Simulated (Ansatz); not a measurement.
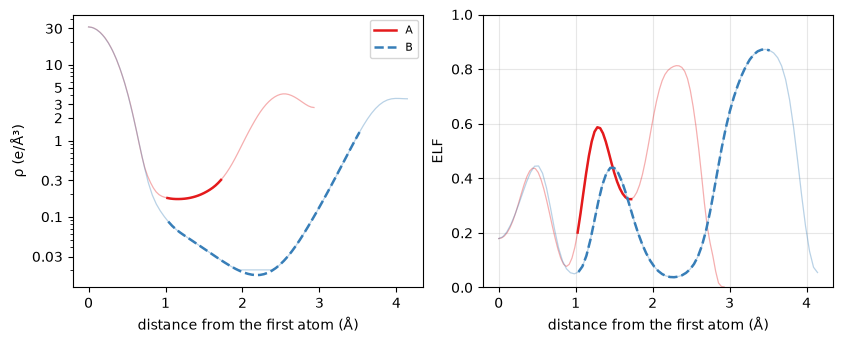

The picture shows: Mg3ZrN. Valence charge density (pseudo) and ELF along straight lines between neighbouring atoms. Thin, pale parts lie inside the atomic spheres.

Space group Pm-3m; a structure generated by program, which may or may not match a known phase; spin-polarised.

The calculation used DFT PBE, scalar-relativistic, plane waves, PAW in Ansatz.

In a PAW calculation such maps are meaningful between the atoms, not at the nuclei.

```
Mg Zr N
1.0
     5.85800    0.00000    0.00000
     0.00000    5.85800    0.00000
     0.00000    0.00000    5.85800
Mg Zr N
3 1 1
Direct
  0.00000 0.50000 0.50000
  0.50000 0.00000 0.50000
  0.50000 0.50000 0.00000
  0.50000 0.50000 0.50000
  0.00000 0.00000 0.00000
```

> Which curve belongs to which contact (Mg–N and Mg–Zr)? The first atom named is at distance zero.

Curve A: Mg–Zr (2.93 Å): the density is about 0.2 e/Å³ at the midpoint, with its minimum of 0.17 e/Å³ about 1.2 Å from Mg; the ELF is about 0.45 at the midpoint. Curve B: Mg–N (4.14 Å): ρ is about 0.02 e/Å³ halfway; the ELF is about 0.05 at the midpoint: no shared electron pair shows on this line.
